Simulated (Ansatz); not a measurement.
Geometry relaxation, with input and output: GaH₄Br

System: GaH₄Br.
Method: RKS PBE-D4/def2-SVPD (Ansatz 0.2.0).

The input holds or restrains some coordinates. It belongs to a series of runs on one base structure; here: pulled along the bonds that form and break, towards end B. Figures and captions count atoms from 1; the log counts them from 0 in places.

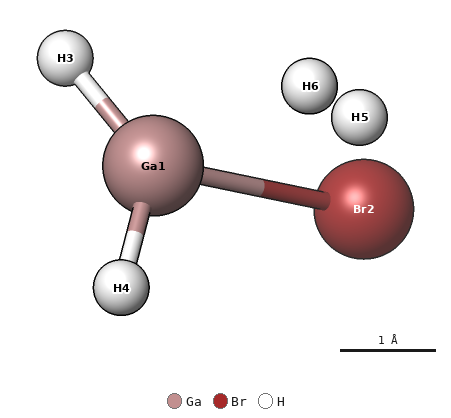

The structure as given in the input (ball-and-stick view, seen at a tilt; atoms are numbered from 1 in the order of the input). Sticks mark near contacts. Bond lengths as drawn: Br–Ga 2.82 Å and Ga–H 1.55 Å.

## Results in brief

| quantity | value |
| --- | --- |
| outcome | converged under the restraints of the input |
| total energy | −122454.8762 eV |
| mean-field energy | −122454.7914 eV |
| largest force (length of the vector) at the end, held atoms and coordinates included | 0.745 eV/Å |
| hardware | 2 threads of Intel Xeon @ 2.90GHz (Ice Lake), 16 GiB of memory available, shared host |
| wall time | 11 s (CPU time 20 s) |
| peak memory | 0.18 GiB |

## The input
```yaml
crystal:
  periodic: [false, false, false]
  atoms:
    - { symbol: Ga, position_ang: [-0.6096, 0.1672, -0.5066] }
    - { symbol: Br, position_ang: [0.1029, -1.2391, 1.8344] }
    - { symbol: H, position_ang: [-0.7405, -0.7547, -1.7457] }
    - { symbol: H, position_ang: [-1.3686, 1.4672, -0.1376] }
    - { symbol: H, position_ang: [1.2632, -0.0977, 0.6777] }
    - { symbol: H, position_ang: [1.3526, 0.4573, -0.1221] }
basis:
  gaussian: { orbitals: def2-SVPD }
hamiltonian:
  xc: pbe
  dispersion: d4
relax:
  f_tol: 0.15
  max_steps: 25
  restrain:
    - { distance: [0, 5], at: 1.53, k: 30.0 }
    - { distance: [4, 1], at: 1.51, k: 30.0 }
    - { distance: [0, 1], at: 3.72, k: 30.0 }
    - { distance: [4, 5], at: 1.92, k: 30.0 }
output:
  orbitals: {}
```

Command:
```bash
ansatz run input.yaml --threads 2 --pin off --max-ram 3072MiB --backend cpu --events-out ev --progress --plain --runs-dir out
```

## What the program printed
```
The last accepted step is kept in [file] (removed where the run ends without a failure and the disk answers)
Engine: ansatz 0.2.0, x86_64-unknown-linux-gnu
Functional definition: PBE
  parameter kappa = 0.804
  parameter beta = 0.06672455060314922
  exchange = pbe_x(kappa = kappa, mu = beta*pi^2/3)
  correlation = pbe_c(beta = beta)
1110 factors; their error is unknown
mean field evaluation 1: about -122452.9955 eV, gradient 3.4e1 eV
mean field evaluation 2: about -122449.3952 eV, gradient 5.6e1 eV
mean field evaluation 4: about -122454.7775 eV, gradient 3.3e0 eV
mean field evaluation 8: about -122454.8085 eV, gradient 3.0e-2 eV
mean field evaluation 16: about -122454.7717 eV, gradient 2.1e-5 eV
mean field -122454.77170380 eV, -4500.1298572894 hartree, gradient 2.1e-5 eV, S^2 0.000000; 0 other end points of the search recorded, 0 dependent functions left out
the calculation of the forces begins
reference -122454.77175201 eV, -4500.1298590610 hartree; 35, 35 occupied and 76, 76 virtual orbitals, 1110 factors
relax step   1: F+E_penalty+E_count = -122454.89082439 eV  Δ(F+E_penalty+E_count) = +0.000e0 eV  max|allowed force component| = 1.344e0 eV/Å  E_restraint = 32.57082501 eV  max|allowed force component, restraints' pulls added| = 3.025e1 eV/Å  Δτ_max = 0.0000 Å  (25 SCF iters, accepted)
  distance Ga 0 - H 5 = 2.0205 Å
  distance H 4 - Br 1 = 1.9968 Å
  distance Ga 0 - Br 1 = 2.8223 Å
  distance H 4 - H 5 = 0.9776 Å
these checks for a lower state are left out or cut short: starts, cluster_reference, orbital_swaps, neighbouring_geometries, increment
1110 factors; their error is unknown
mean field -122454.36910621 eV, -4500.1150621007 hartree, gradient 1.8e-5 eV, S^2 0.000000; 0 other end points of the search recorded, 0 dependent functions left out
the calculation of the forces begins
reference -122454.36915461 eV, -4500.1150638792 hartree; 35, 35 occupied and 76, 76 virtual orbitals, 1110 factors
relax step   2: F+E_penalty+E_count = -122454.47240826 eV  Δ(F+E_penalty+E_count) = +4.184e-1 eV  max|allowed force component| = 1.446e0 eV/Å  E_restraint = 16.07268367 eV  max|allowed force component, restraints' pulls added| = 2.094e1 eV/Å  Δτ_max = 0.1949 Å  (33 SCF iters, accepted)
  distance Ga 0 - H 5 = 1.8899 Å
  distance H 4 - Br 1 = 1.8330 Å
  distance Ga 0 - Br 1 = 3.0525 Å
  distance H 4 - H 5 = 1.2938 Å
these checks for a lower state are left out or cut short: starts, cluster_reference, orbital_swaps, neighbouring_geometries, increment
1110 factors; their error is unknown
mean field evaluation 32: about -122454.5325 eV, gradient 1.8e-5 eV
mean field -122454.53251216 eV, -4500.1210671585 hartree, gradient 1.8e-5 eV, S^2 0.000000; 0 other end points of the search recorded, 0 dependent functions left out
the calculation of the forces begins
reference -122454.53256223 eV, -4500.1210689985 hartree; 35, 35 occupied and 76, 76 virtual orbitals, 1110 factors
relax step   3: F+E_penalty+E_count = -122454.62683767 eV  Δ(F+E_penalty+E_count) = -1.544e-1 eV  max|allowed force component| = 1.451e0 eV/Å  E_restraint = 5.27760763 eV  max|allowed force component, restraints' pulls added| = 1.130e1 eV/Å  Δτ_max = 0.1989 Å  (32 SCF iters, accepted)
  distance Ga 0 - H 5 = 1.7353 Å
  distance H 4 - Br 1 = 1.6685 Å
  distance Ga 0 - Br 1 = 3.2828 Å
  distance H 4 - H 5 = 1.6143 Å
these checks for a lower state are left out or cut short: starts, cluster_reference, orbital_swaps, neighbouring_geometries, increment
1110 factors; their error is unknown
mean field -122454.72808697 eV, -4500.1282544001 hartree, gradient 1.2e-5 eV, S^2 0.000000; 0 other end points of the search recorded, 0 dependent functions left out
the calculation of the forces begins
reference -122454.72813920 eV, -4500.1282563197 hartree; 35, 35 occupied and 76, 76 virtual orbitals, 1110 factors
relax step   4: F+E_penalty+E_count = -122454.81699898 eV  Δ(F+E_penalty+E_count) = -1.902e-1 eV  max|allowed force component| = 8.885e-1 eV/Å  E_restraint = 0.40000895 eV  max|allowed force component, restraints' pulls added| = 2.967e0 eV/Å  Δτ_max = 0.1964 Å  (30 SCF iters, accepted)
  distance Ga 0 - H 5 = 1.5732 Å
  distance H 4 - Br 1 = 1.5267 Å
  distance Ga 0 - Br 1 = 3.5666 Å
  distance H 4 - H 5 = 1.8887 Å
these checks for a lower state are left out or cut short: starts, cluster_reference, orbital_swaps, neighbouring_geometries, increment
1110 factors; their error is unknown
mean field -122454.78847239 eV, -4500.1304735235 hartree, gradient 6.1e-5 eV, S^2 0.000000; 0 other end points of the search recorded, 0 dependent functions left out
the calculation of the forces begins
reference -122454.78852567 eV, -4500.1304754816 hartree; 35, 35 occupied and 76, 76 virtual orbitals, 1110 factors
relax step   5: F+E_penalty+E_count = -122454.87356967 eV  Δ(F+E_penalty+E_count) = -5.657e-2 eV  max|allowed force component| = 6.130e-1 eV/Å  E_restraint = 0.01495592 eV  max|allowed force component, restraints' pulls added| = 2.530e-1 eV/Å  Δτ_max = 0.2000 Å  (28 SCF iters, accepted)
  distance Ga 0 - H 5 = 1.5477 Å
  distance H 4 - Br 1 = 1.4871 Å
  distance Ga 0 - Br 1 = 3.7081 Å
  distance H 4 - H 5 = 1.9158 Å
these checks for a lower state are left out or cut short: starts, cluster_reference, orbital_swaps, neighbouring_geometries, increment
1110 factors; their error is unknown
mean field -122454.79139431 eV, -4500.1305809022 hartree, gradient 5.9e-5 eV, S^2 0.000000; 0 other end points of the search recorded, 0 dependent functions left out
the calculation of the forces begins
reference -122454.79144769 eV, -4500.1305828638 hartree; 35, 35 occupied and 76, 76 virtual orbitals, 1110 factors
relax step   6: F+E_penalty+E_count = -122454.87617200 eV  Δ(F+E_penalty+E_count) = -2.602e-3 eV  max|allowed force component| = 5.834e-1 eV/Å  E_restraint = 0.01529881 eV  max|allowed force component, restraints' pulls added| = 8.491e-2 eV/Å  Δτ_max = 0.0173 Å  (24 SCF iters, accepted)
  distance Ga 0 - H 5 = 1.5512 Å
  distance H 4 - Br 1 = 1.4863 Å
  distance Ga 0 - Br 1 = 3.7176 Å
  distance H 4 - H 5 = 1.9187 Å
1110 factors; their error is unknown
mean field evaluation 64: about -122454.7914 eV, gradient 2.4e-3 eV
```

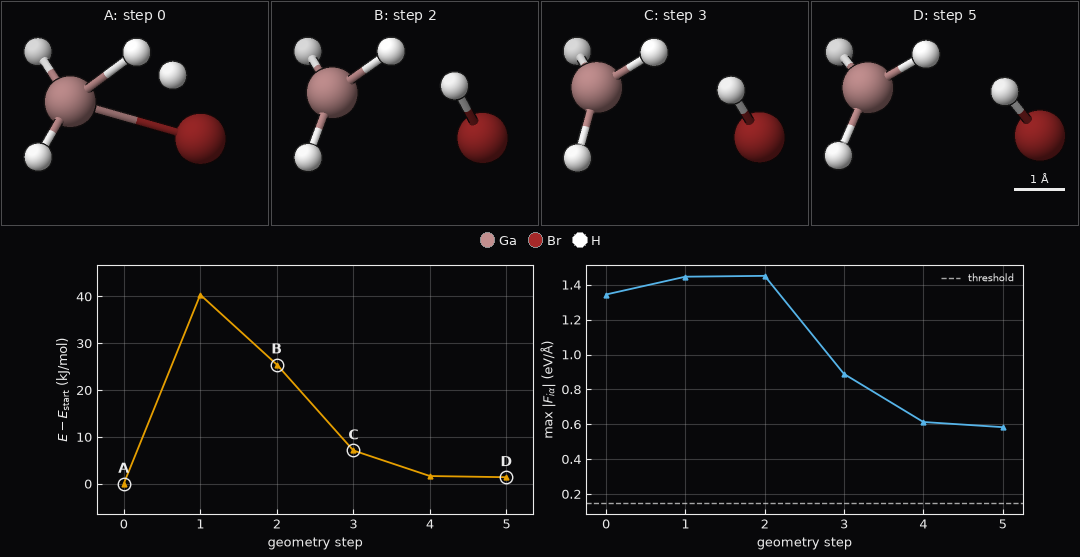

Frames of the restrained relaxation (ball-and-stick view, seen on its broad side) above the curves, on which the letters mark them (the first geometry is step 0 here and step 1 in the log).

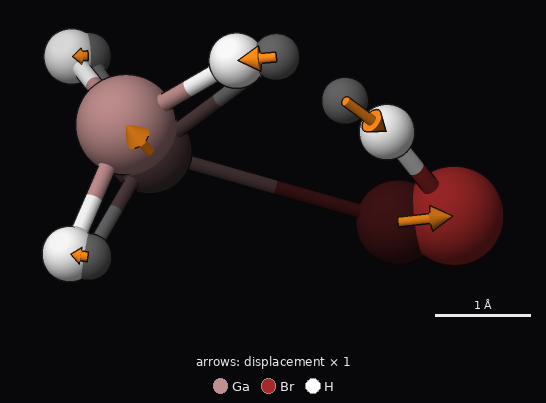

Start (faint) and end (solid) with the displacements as orange arrows, at true length (ball-and-stick view, seen on its broad side). The two geometries are laid on each other by the best rigid fit. The largest move after the best rigid fit is that of H5, 0.67 Å. Largest moves by element: H 0.67 Å, Br 0.60 Å, Ga 0.49 Å. Among the contacts that change: Ga1–Br2 2.822 → 3.718 Å, Br2–H5 1.997 → 1.486 Å, Ga1–H6 2.020 → 1.551 Å, Ga1–H4 1.550 → 1.579 Å. New bonds form: Br2–H5 (2.00 → 1.49 Å), Ga1–H6 (2.02 → 1.55 Å). Among the angles that change: H4–Ga1–H6 108.1° → 119.1°, H3–Ga1–H6 108.6° → 118.5°, H3–Ga1–H4 130.4° → 122.5°. After 5 geometry steps the energy has risen by 1.41 kJ/mol. Largest force component: 1.3 eV/Å at the start, 0.58 eV/Å at the end. (Atoms are counted from 1 in the order of the input.)

```
mean field -122454.79139431 eV, -4500.1305809022 hartree, gradient 5.9e-5 eV, S^2 0.000000; 1 other end points of the search recorded, 0 dependent functions left out
the calculation of the forces begins
reference -122454.79144769 eV, -4500.1305828638 hartree; 35, 35 occupied and 76, 76 virtual orbitals, 1110 factors
Total energy: -122454.87622538 eV, -4500.1336983863 hartree
Atom 0 at    -0.425783     0.466634    -0.851916 Å, force    -0.583396     0.004276    -0.040451 eV/Å
Atom 1 at     0.528483    -1.385158     2.227169 Å, force     0.249303     0.443913    -0.544513 eV/Å
Atom 2 at    -0.829297    -0.661078    -1.865225 Å, force    -0.021128    -0.043503    -0.042455 eV/Å
Atom 3 at    -1.462575     1.524368    -0.304067 Å, force     0.063222    -0.050672    -0.027378 eV/Å
Atom 4 at     1.133817    -0.504052     1.194590 Å, force    -0.267469    -0.366287     0.422124 eV/Å
Atom 5 at     1.055356     0.559487    -0.400452 Å, force     0.559468     0.012273     0.232674 eV/Å
Dipole moment:     0.045806     0.133356    -0.176239 e Å
```

## Trajectory as extended XYZ (Å, eV, eV/Å), 6 frames, from step=1 to step=6
```
6
Properties=species:S:1:pos:R:3:forces:R:3 step=1 energy=-122454.89082
Ga   -0.6096    0.1672   -0.5066    0.6537  -0.5862   1.1964
Br    0.1029   -1.2391    1.8344   -0.4086   0.4167  -0.7960
H    -0.7405   -0.7547   -1.7457    0.2585  -0.2304  -0.0273
H    -1.3686    1.4672   -0.1376    0.1349   0.1804   0.2295
H     1.2632   -0.0977    0.6777   -0.4093   0.7528  -1.3441
H     1.3526    0.4573   -0.1221   -0.2291  -0.5333   0.7416
6
Properties=species:S:1:pos:R:3:forces:R:3 step=2 energy=-122454.47241
Ga   -0.5583    0.2560   -0.6135    1.4462  -0.0444   0.8125
Br    0.1874   -1.2738    1.9206    0.5556   0.9778  -1.1782
H    -0.7384   -0.7577   -1.7497    0.0316  -0.4052  -0.1679
H    -1.3686    1.4719   -0.1362   -0.1335   0.2201   0.2724
H     1.2014   -0.2130    0.8222   -1.0974  -0.1381  -0.3389
H     1.2766    0.5168   -0.2435   -0.8025  -0.6103   0.6001
6
Properties=species:S:1:pos:R:3:forces:R:3 step=3 energy=-122454.62684
Ga   -0.4975    0.3536   -0.7285    1.4511   0.1530   0.5687
Br    0.2686   -1.3039    1.9997    1.0106   1.2457  -1.3652
H    -0.7404   -0.7639   -1.7523   -0.1640  -0.3426  -0.2289
H    -1.3726    1.4741   -0.1326   -0.2751   0.1617   0.1345
H     1.1573   -0.3310    0.9761   -1.2337  -0.9273   0.7810
H     1.1846    0.5713   -0.3622   -0.7889  -0.2905   0.1099
6
Properties=species:S:1:pos:R:3:forces:R:3 step=4 energy=-122454.81700
Ga   -0.4344    0.4731   -0.8711   -0.0624  -0.3057   0.5116
Br    0.3658   -1.3395    2.0944    0.6185   0.7963  -0.8885
H    -0.7526   -0.7705   -1.7644   -0.1825   0.0765  -0.1816
H    -1.3865    1.4794   -0.1364   -0.1591   0.0447  -0.2117
H     1.1324   -0.4431    1.1252   -0.6601  -0.6844   0.7006
H     1.0753    0.6009   -0.4477    0.4456   0.0725   0.0696
6
Properties=species:S:1:pos:R:3:forces:R:3 step=5 energy=-122454.87357
Ga   -0.4205    0.4776   -0.8504   -0.5868  -0.2022  -0.1104
Br    0.5175   -1.3815    2.2178    0.2532   0.4526  -0.5526
H    -0.8228   -0.6698   -1.8522   -0.0079   0.0357  -0.0081
H    -1.4590    1.5135   -0.2911   -0.0043   0.0466  -0.0010
H     1.1239   -0.4993    1.1857   -0.2672  -0.3733   0.4286
H     1.0609    0.5598   -0.4096    0.6130   0.0406   0.2435
6
Properties=species:S:1:pos:R:3:forces:R:3 step=6 energy=-122454.87617
Ga   -0.4258    0.4666   -0.8519   -0.5834   0.0043  -0.0405
Br    0.5285   -1.3852    2.2272    0.2493   0.4439  -0.5445
H    -0.8293   -0.6611   -1.8652   -0.0211  -0.0435  -0.0425
H    -1.4626    1.5244   -0.3041    0.0632  -0.0507  -0.0274
H     1.1338   -0.5041    1.1946   -0.2675  -0.3663   0.4221
H     1.0554    0.5595   -0.4005    0.5595   0.0123   0.2327
```

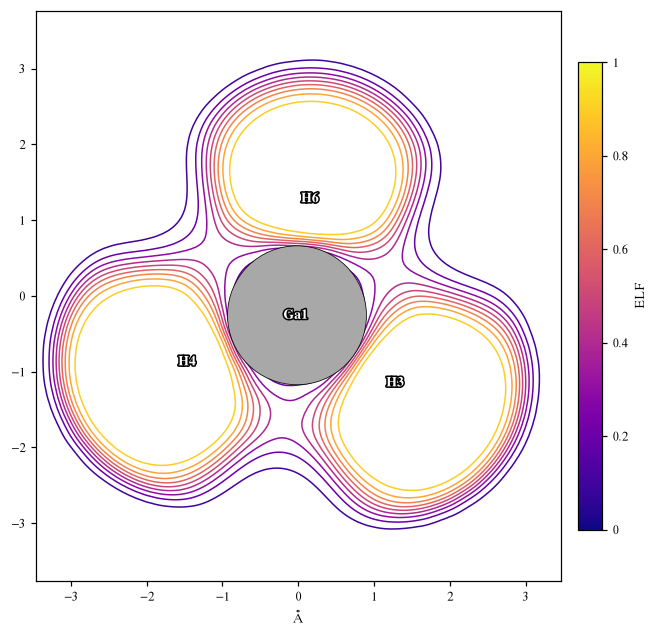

ELF on the plane of atoms H3, Ga1 and H6. Grey discs, where drawn, cover atomic cores. Ga–H (1.55 Å): the ELF climbs to about 1 towards the hydrogen, as it does in any bond to H.

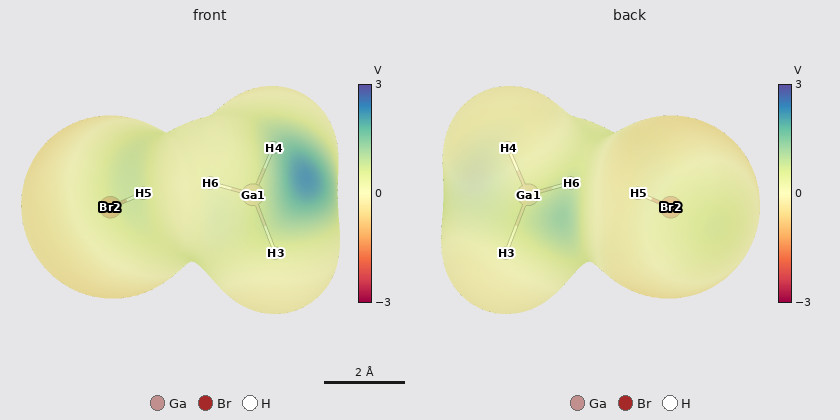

The molecular electrostatic potential painted on the density surface at 0.001 e/bohr³, seen at a tilt and from behind; red is negative and blue positive.

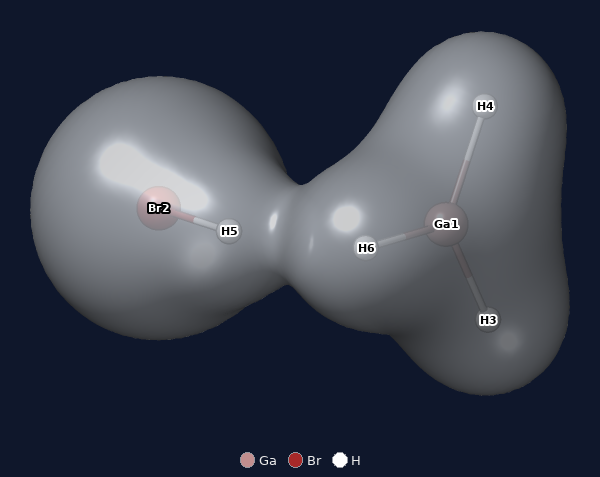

Isosurface of the total electron density at 0.06 e/Å³ (grey), seen at a tilt. At this value the surface is in one piece. On the grid the lowest density along these lines, outside the cores, is 0.1 e/Å³ (Ga···H, 2.75 Å), 1.2 e/Å³ (Br–H, 1.49 Å) and 0.79 e/Å³ (Ga–H, 1.55 Å).
